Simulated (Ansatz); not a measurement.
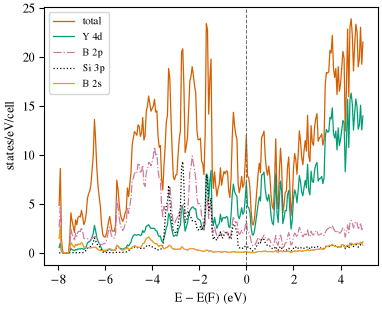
Figure. Total and projected density of states of Y$_{5}$Si$_{2}$B$_{8}$ in space group P4/mbm (No. 127; Pearson symbol tP30), the program Ansatz at the r²SCAN level (PAW)

Question: Which orbitals carry the states next to the Fermi level?

Answer: Within 0.5 eV of the Fermi level: Y 4d 57 %, B 2p 27 %, Si 3p 11 %. Projections are on Löwdin-orthogonalised atomic valence shells; empty p or d shells of many metals are not among them.

Question: Where is the tallest occupied peak in this window, and what makes it?

Answer: Near -1.7 eV, about 23 states/eV per cell; the largest projected share is Y 4d.

The workflow started from a Materials Project entry (that database holds measured and hypothetical structures alike); the Crystallography Open Database copy checked does not list it. Its standing as an ambient phase is unchecked. The r²SCAN relaxation kept the symmetry of its start; whether a distortion lowers the energy is not shown. No spin polarisation was allowed. Scalar-relativistic: spin–orbit coupling is off unless named, which matters more the heavier the elements.

Potentials: the later of the program's two PAW sets.
